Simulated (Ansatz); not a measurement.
# MoSi2: Si → Pb

Base system: MoSi₂ (space group I4/mmm, No. 139; a = 3.2017 Å, c = 7.8186 Å).

Modification: full substitution Si → Pb, then cell and atoms are relaxed.

The values are results of Ansatz (a first-principles code), r2SCAN, PAW, cutoff 500 eV, no SOC, not measurements. k-mesh 18×18×18 (Γ-centred); smearing 0.05 eV (Fermi–Dirac), for the changed cell.

| quantity | base | changed | shift |
|---|---|---|---|
| density | 6.30 g/cm³ | 12.82 g/cm³ | +6.52 g/cm³ |
| lattice parameter a | 3.202 Å | 3.675 Å | +0.473 Å |
| c/a ratio | 2.442 | 2.665 | +0.223 |
| space group | I4/mmm (No. 139) | I4/mmm (No. 139) | – |
| shortest interatomic distance | 2.575 Å | 3.004 Å | +0.4281 Å |
| band gap | zero | zero | – |

Final structure:

```
CELL_PARAMETERS angstrom
     -1.83729     1.83729     4.89607
      1.83729    -1.83729     4.89607
      1.83729     1.83729    -4.89607
ATOMIC_POSITIONS crystal
  Mo 0.00000 0.00000 0.00000
  Pb 0.34612 0.34612 0.00000
  Pb 0.65388 0.65388 0.00000
```

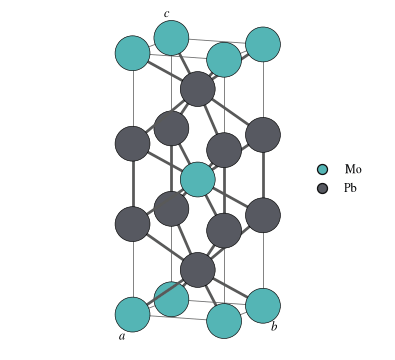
Figure: The relaxed conventional cell after the change

Spin-orbit coupling, missing from the scalar runs, can matter with Pb. No phonon test of stability was made. As relaxed here, MoPb2 is a hypothetical phase, not in the database extracts checked. All final runs are without spin polarisation. MoPb2 has a high density of states at the Fermi level and may be magnetic at this level.
